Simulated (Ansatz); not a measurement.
**CH$_{3}$GaSi (charge −1, doublet): density, localisation and related maps**

Input file:

```
crystal:
  periodic: [false, false, false]
  atoms:
    - symbol: C
      position_ang: [-0.013602, 0.727763, -0.317887]
    - symbol: Ga
      position_ang: [-1.913667, 0.535038, -0.189668]
    - symbol: Si
      position_ang: [0.632871, 2.413164, -0.363644]
    - symbol: H
      position_ang: [0.693601, -0.113111, -0.398670]
    - symbol: H
      position_ang: [1.477186, 2.806432, -1.578610]
    - symbol: H
      position_ang: [-0.533028, 3.394037, -0.407086]
basis:
  gaussian: {orbitals: def2-TZVPD}
total_charge: -1
magnetization: {spin_polarized: true, initial_magnetization: 1}
hamiltonian: {xc: pbe0}
output: {forces: true, orbitals: {seedname: orbitals}}
```

Command:

```sh
ansatz run input.yaml --threads 2 --pin off --max-ram 4350MiB --events-out events.jsonl --progress --plain --runs-dir runs
```

Geometry: PBE0-D3(BJ)/def2-SVPD; the highest occupied orbital lies above zero, a sign that basis and functional describe the outermost electron poorly.

Theory: Ansatz 0.2.0, isolated molecule in a Gaussian basis; Kohn-Sham density functional theory, functional PBE0.

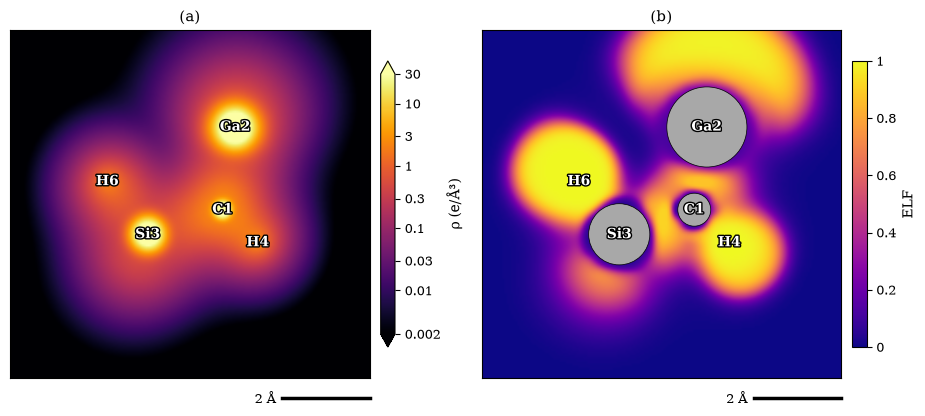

Figure 1. (a) electron density; (b) ELF on the plane of atoms Ga2, C1 and Si3. Grey discs cover the atomic cores in the ELF map.

What does the map show?

Answer.
- The section cuts through C, Ga, Si and H sites.
- C–Si (1.81 Å): ρ at the midpoint is about 0.98 e/Å³; the ELF peaks at about 0.90 between the atoms: a shared electron pair.
- C–Ga (1.91 Å): ρ at the midpoint is about 0.81 e/Å³; the ELF peaks at about 0.85 in the valence shell of C, 0.6 Å from its nucleus, and is about 0.40 at the midpoint.
- C–H (1.10 Å): ρ is about 1.8 e/Å³ halfway; the ELF climbs to about 1 towards the hydrogen, as it does in any bond to H (an ordinary covalent bond to hydrogen).
- Si–H (1.52 Å): the density is about 0.73 e/Å³ at the midpoint; the ELF climbs to about 1 towards the hydrogen.

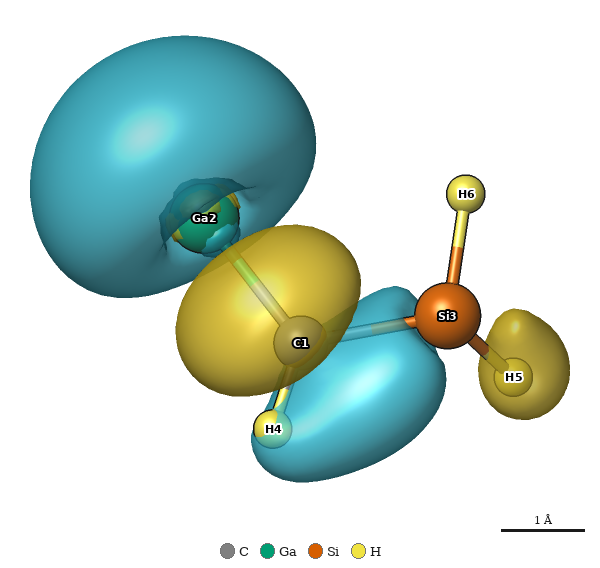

Figure 2. The HOMO−1 (α) at ±0.08 Å⁻³ᐟ² (yellow and cyan are the two phases), seen at a tilt.

What is the character of this orbital?

Answer. It lies mainly on Ga2 (about 60 %), C1 (about 25 %) and Si3 (about 5 %). Its energy is −1.07 eV.

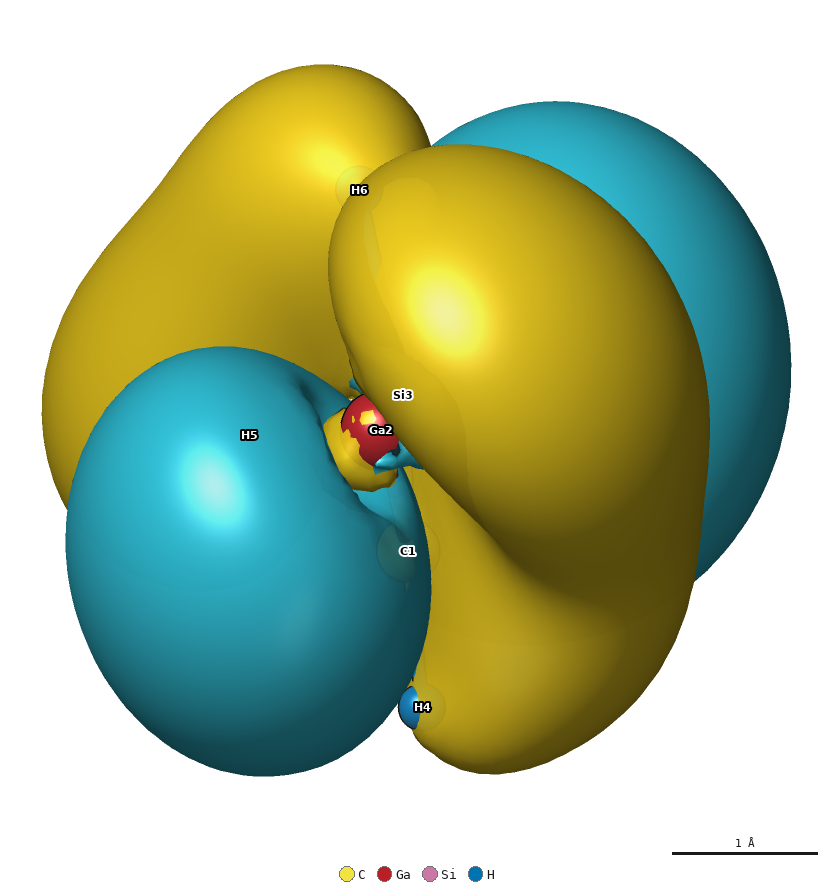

Figure 3. The HOMO (α) at ±0.05 Å⁻³ᐟ² (yellow and cyan are the two phases), seen at an oblique angle.

What is the character of this orbital?

Answer. By Hirshfeld shares it lies mainly on Si3 (about 45 %), C1 (about 25 %), Ga2 (about 20 %) and H5 (about 5 %). Its energy is 0.15 eV.
